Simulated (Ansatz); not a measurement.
**BH3O···HF: density, localisation and related maps**

Input file:

```
crystal:
  periodic: [false, false, false]
  atoms:
    - { symbol: B, position_ang: [0.0, 0.0, 0.0] }
    - { symbol: H, position_ang: [0.0, 0.0, 1.54] }
    - { symbol: O, position_ang: [1.2211, 0.0, -0.705] }
    - { symbol: H, position_ang: [1.5209, -0.9519, -0.8599] }
    - { symbol: H, position_ang: [-1.0305, 0.0, -0.595] }
    - { symbol: F, position_ang: [0.0726, 1.5356, 0.5108] }
    - { symbol: H, position_ang: [0.041, 0.8666, 1.4996] }
basis:
  gaussian: { orbitals: def2-mTZVP }
hamiltonian:
  xc: blyp
  dispersion: d4
relax:
  f_tol: 0.15
  max_steps: 25
  restrain:
    - { distance: [0, 5], at: 2.52, k: 30.0 }
    - { distance: [6, 1], at: 1.86, k: 30.0 }
    - { distance: [0, 1], at: 1.19, k: 30.0 }
    - { distance: [6, 5], at: 0.92, k: 30.0 }
output:
  orbitals: {}
```

Command:

```sh
ansatz run input.yaml --threads 1 --pin off --max-ram 2048MiB --backend cpu --events-out ev --progress --plain --runs-dir out
```

The fields are those of the run's last geometry, not of the input's.

Not at a stationary point (largest force 0.6 eV/Å).

Computed with RKS BLYP-D4/def2-mTZVP in Ansatz 0.2.0.

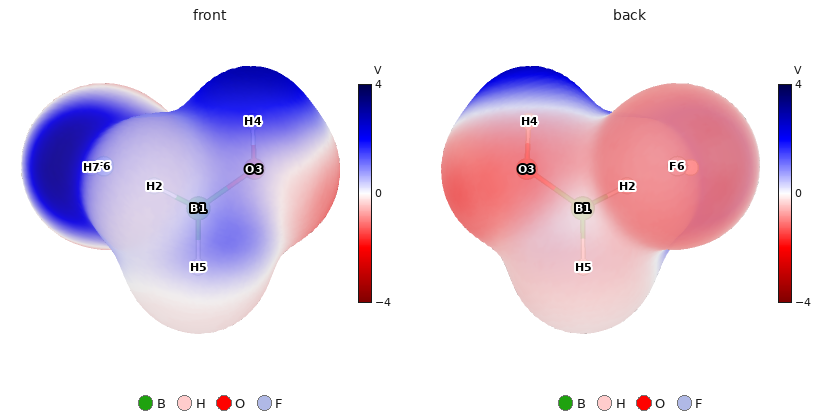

Figure 1. The electrostatic potential painted on the density surface at 0.002 e/bohr³, seen from the front and from behind; the colour scale runs from red (negative) to blue (positive).

Q: Where is the surface potential most negative and most positive?

A: The most negative region (about −1.2 V, or −28 kcal/mol for a unit charge) lies over O3, the most positive (about +3.0 V, or +69 kcal/mol for a unit charge) over H7. O3 is the likeliest acceptor of a hydrogen bond.

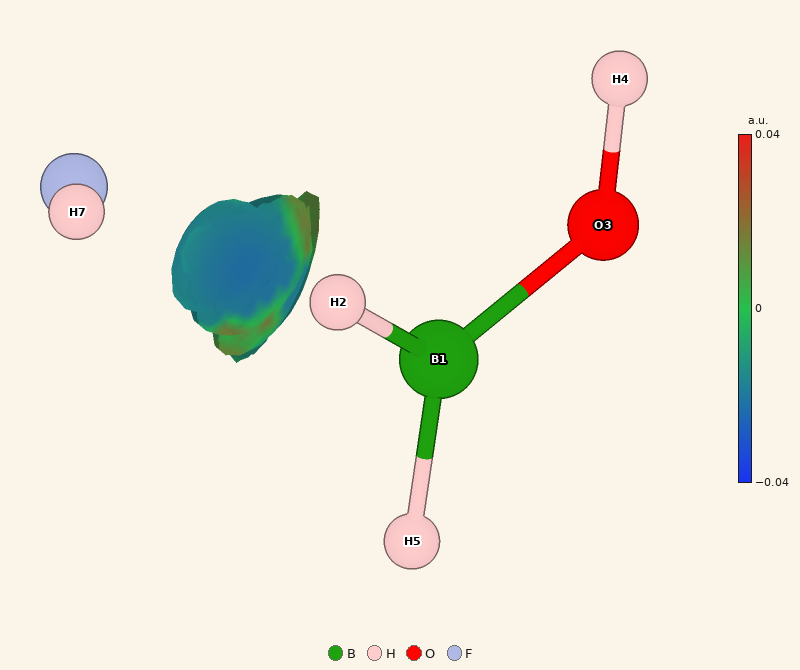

Figure 2. Non-covalent interaction (NCI) plot: the surface where the reduced density gradient is 0.5, for densities under 0.05 a.u., coloured by sign(λ₂)ρ; seen across its widest extent.

Q: Which non-covalent interactions does the plot reveal?

A: H7···B1 (2.3 Å): an attractive contact (blue).

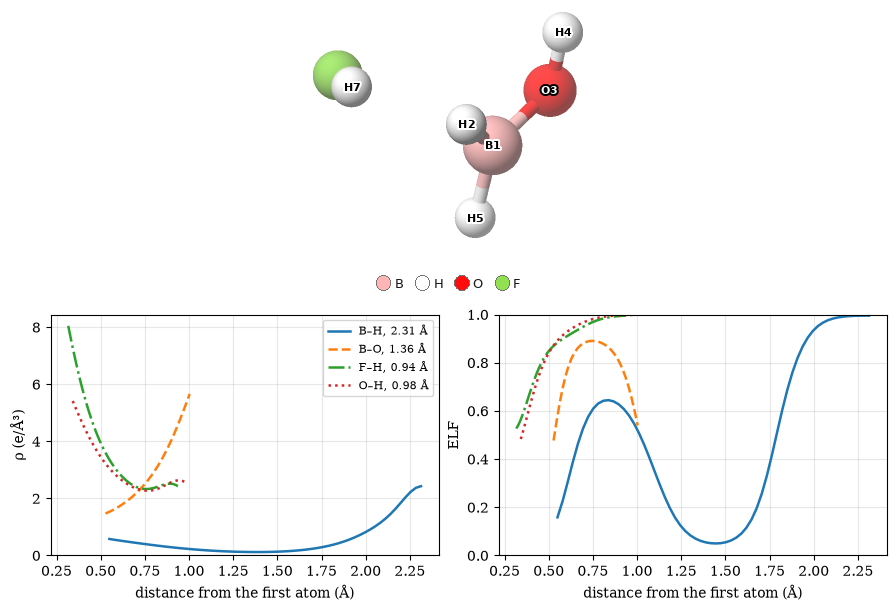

Figure 3. Total electron density and electron localisation function along straight lines between neighbouring atoms. The curves leave out the atomic cores. The structure is drawn too.

Q: What can be read from the curves?

A: B1···H7 (2.31 Å): the density falls to about 0.12 e/Å³ on the way; the ELF dips to about 0.05 between them.
B–O (1.36 Å): ρ at the midpoint is about 2.1 e/Å³; the ELF peaks at about 0.90 between the atoms: a short, strongly polar bond.
F–H (0.94 Å): ρ at the midpoint is about 4.4 e/Å³; the ELF climbs to about 1 towards the hydrogen, as it does in any bond to H: a covalent bond by its length.
O–H (0.98 Å): ρ at the midpoint is about 3.6 e/Å³; the ELF climbs to about 1 towards the hydrogen: a covalent bond by its length.
